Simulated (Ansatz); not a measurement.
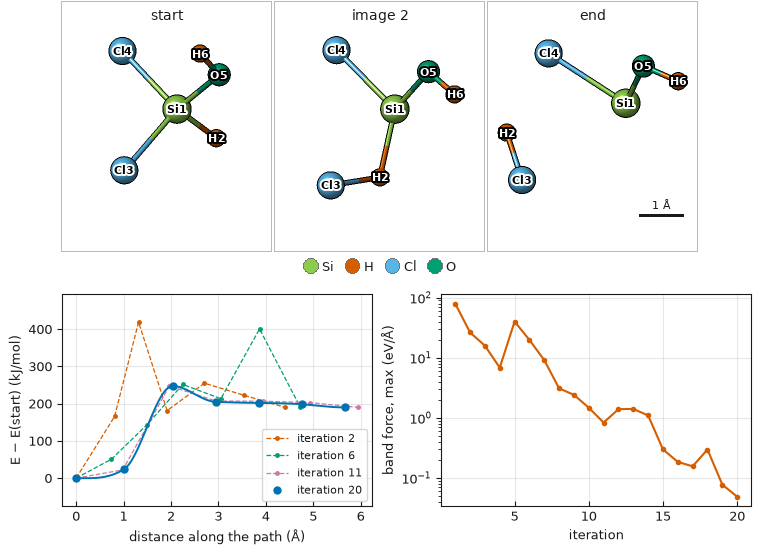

A search for the minimum-energy path of SiH2OCl2 by the nudged elastic band. Images are numbered from 0 (start) to 6 (end). The plot follows the band through its iterations. A ball-and-stick model, seen from a free direction.

The calculation used RKS BLYP-D4/def2-SVP (Ansatz 0.2.0). Set-up: 5 movable images; climbing image; force threshold 0.05 eV/Å; iteration limit 60; starting path through a guess of the saddle point.

> Did the band converge, and can the barrier be trusted?

The result is final at these settings. The band converged in 20 iterations. The largest component of the band force went from 80 to 0.049 eV/Å. The climbing image converged on the top of the path. Its vibrational analysis gives one imaginary mode (771i cm⁻¹), as a transition state must have. The first iteration put the highest image at 1272.3 kJ/mol. The highest point, image 2, lies 247.5 kJ/mol above the start and 57.5 kJ/mol above the end; the end is at +190.0 kJ/mol relative to the start.
